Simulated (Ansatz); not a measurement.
The reference is ZnSe in the zinc blende structure (space group F-43m, No. 216; a = 5.6655 Å).

It is then changed as follows: a negative pressure, −2 GPa.

The values are results of r2SCAN/PAW in Ansatz (a first-principles code), no spin-orbit coupling, not measurements.

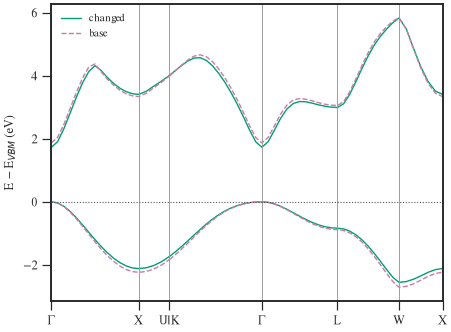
Figure: Highest valence and lowest conduction band along the path, each from its own valence-band maximum

### Question
Read the changed gap and its character from the plot.

### Answer
About 1.7 eV, direct at Γ.

Load acts through the strain it causes; cell and atoms are relaxed under it. No phonon test of stability was made.
